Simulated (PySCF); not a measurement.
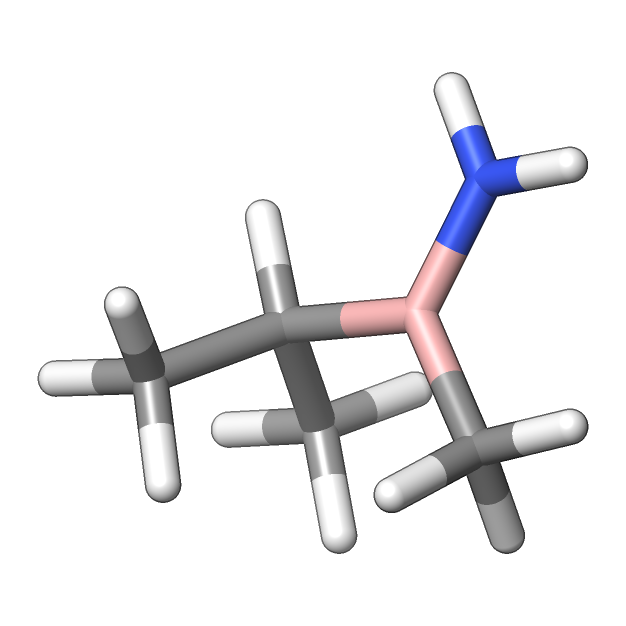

Every bond is drawn as one stick, whatever its order. Colours: carbon grey, boron pink, nitrogen blue, hydrogen white.

The geometry was computed by an optimisation with PBE0-D3(BJ)/def2-SVP. No frequency run is at hand to confirm it as a minimum.

Describe the molecule.

Formula C₄H₁₂BN. As SMILES it reads `CB(N)C(C)C`. It has no ring. Coordination: 4 C tetrahedral; 1 B trigonal planar; 1 N trigonal planar.

More results for the same structure follow; atom numbers are the same in all pictures, views and colours differ.

### Geometry

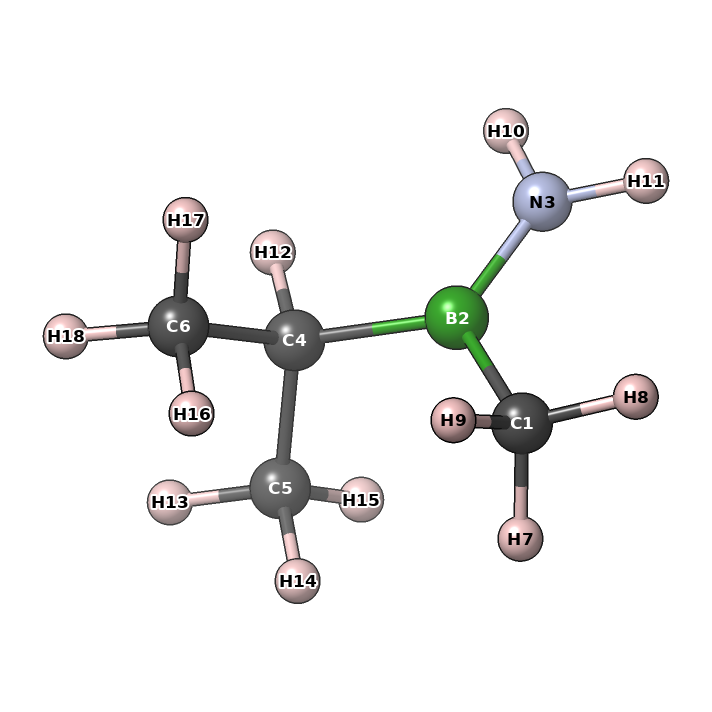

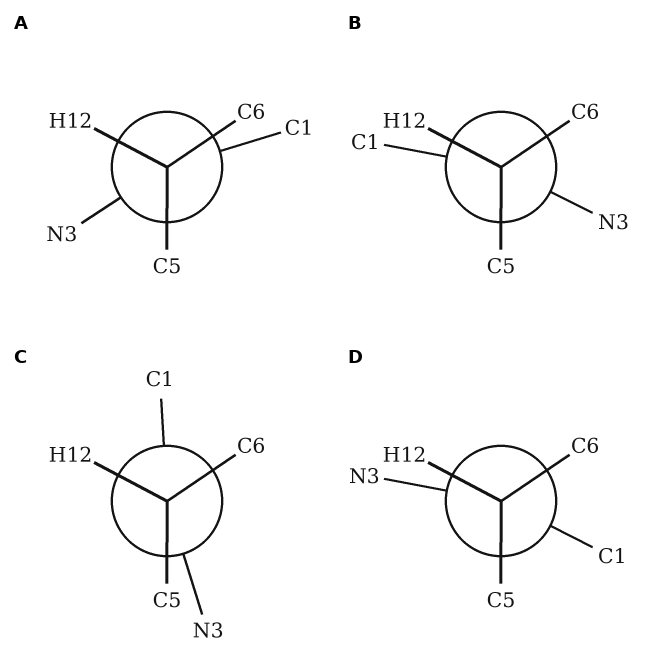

Distant atoms are faded towards the background colour. Bonds that would overlap in a projection are set slightly apart. No frequency run is at hand to confirm it as a minimum.

**Which Newman projection shows the view along C4–B2, with C4 in front?**

D. The torsion angle C5–C4–B2–N3 is 117°, anticlinal.

### Spin–spin coupling

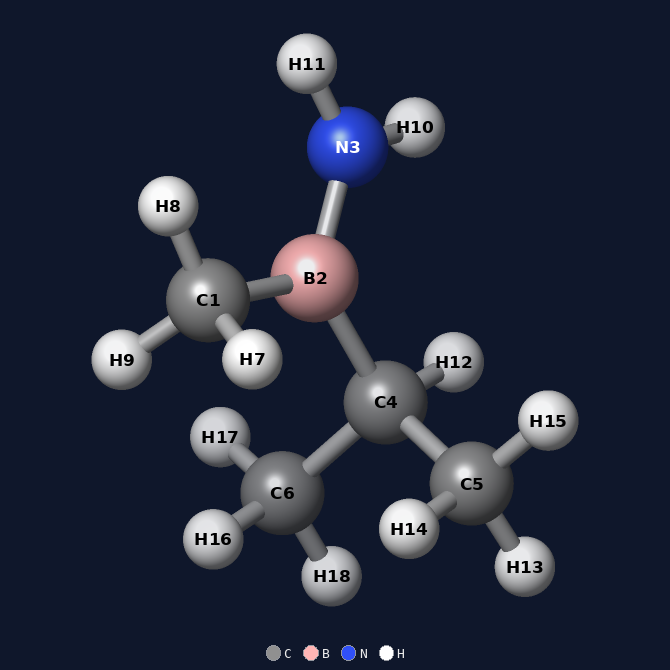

No frequency run is at hand to confirm it as a minimum. Level of theory: B3LYP/pcJ-1 indirect spin-spin coupling, non-relativistic, gas phase (PySCF 2.14.0). Isotopes: 11B, 13C, 1H, 15N.

Give the spin–spin coupling constants of these pairs, with the number of bonds between them: B2/C4, N3/H11, N3/H10, B2/H14, B2/H18, B2/H13, B2/H16, N3/H7, N3/C5.

```json
{"pair": "B2, C4", "bonds apart": "1", "J (Hz)": "56.9"}
{"pair": "N3, H11", "bonds apart": "1", "J (Hz)": "−84.6"}
{"pair": "N3, H10", "bonds apart": "1", "J (Hz)": "−84.5"}
{"pair": "B2, H14", "bonds apart": "3", "J (Hz)": "2.2"}
{"pair": "B2, H18", "bonds apart": "3", "J (Hz)": "8.8"}
{"pair": "B2, H13", "bonds apart": "3", "J (Hz)": "8.8"}
{"pair": "B2, H16", "bonds apart": "3", "J (Hz)": "2.2"}
{"pair": "N3, H7", "bonds apart": "3", "J (Hz)": "−2.4"}
{"pair": "N3, C5", "bonds apart": "3", "J (Hz)": "−0.9"}
```

### Dipole moment

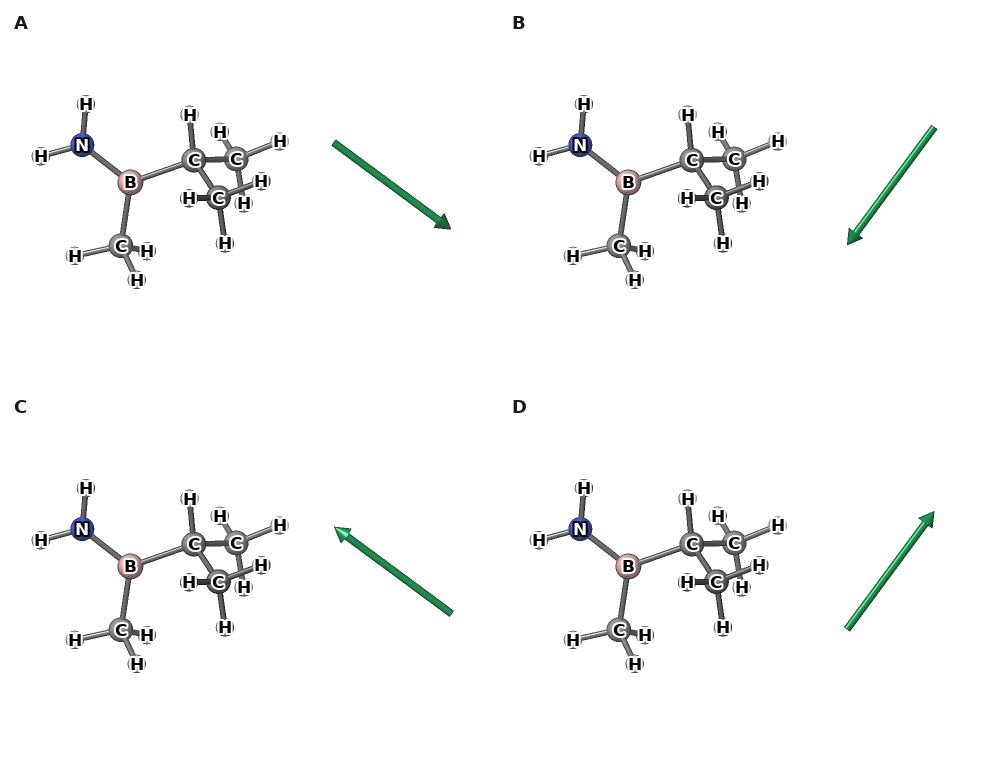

The same molecule four times, each with an arrow. No frequency run is at hand to confirm it as a minimum. Method: B3LYP/pcJ-1, gas phase (PySCF 2.14.0).

**Which arrow points along the dipole moment, from the negative to the positive end?**

C. The dipole moment is 1.58 D.

### Excitation

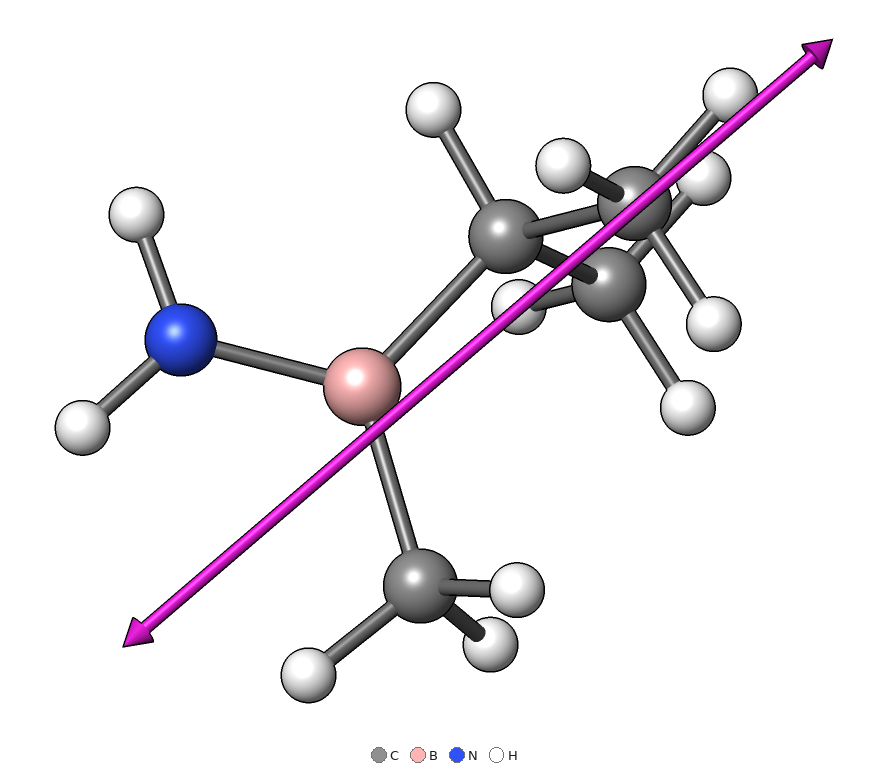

The double arrow shows the direction of the transition dipole to excited singlet state 5 (its length means nothing). No frequency run is at hand to confirm it as a minimum. Level of theory: TDDFT ωB97X-D/def2-SVPD, vertical, gas phase, core orbitals frozen in the response (PySCF 2.14.0).

**Where does the transition lie, and how strong is it?**

8.68 eV (143 nm), oscillator strength 0.065, of mixed character, with the largest part HOMO → LUMO+2 (weight 0.44); transition dipole 1.41 D.
